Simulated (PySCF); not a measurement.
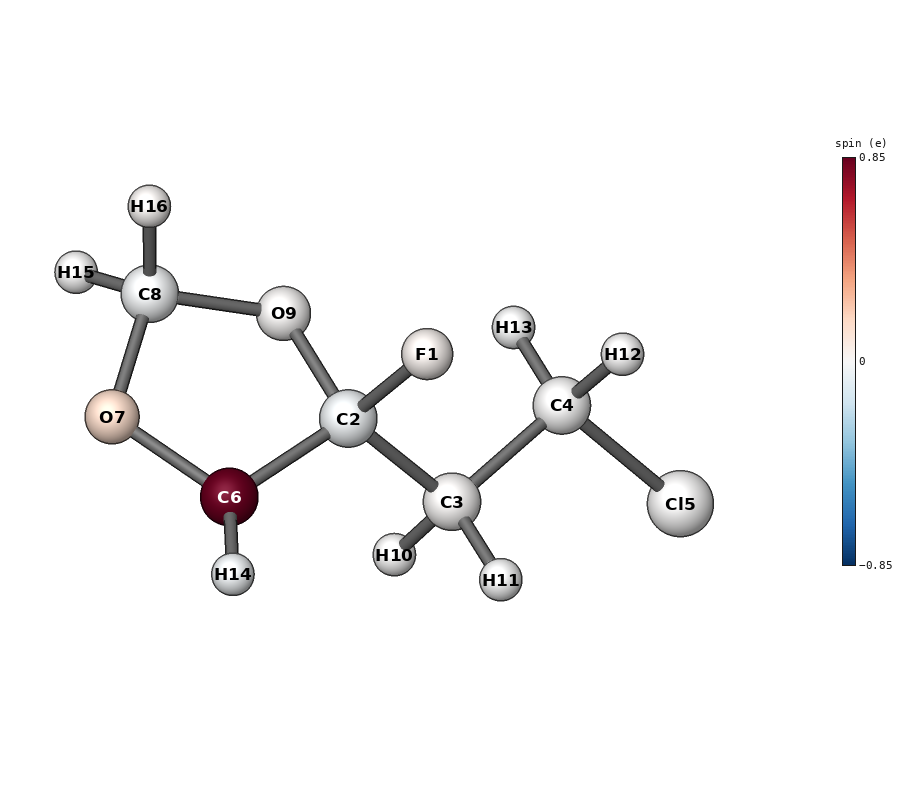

Atoms are coloured by their Mulliken spin populations. The species is neutral and a spin doublet. Computed geometry: GFN2-xTB optimisation. No frequency run is at hand to confirm it as a minimum. Method: UKS B3LYP, pcH-1 on C Cl F H O, non-relativistic (PySCF 2.14.0).

Q: Which atom carries the largest spin population?

A: C6 (0.84 e).

Q: Which atom has the lowest spin population?

A: C2, H14 (−0.03 e); a negative value comes from spin polarisation.

Give the Mulliken spin populations atom by atom.

```csv
atom,value (e)
F1,0.03
C2,−0.03
C3,0.01
C4,0.00
Cl5,0.00
C6,0.84
O7,0.15
C8,−0.02
O9,0.01
H10,0.00
H11,0.00
H12,0.00
H13,0.00
H14,−0.03
H15,0.01
H16,0.02
```

Mulliken values depend strongly on the basis set.
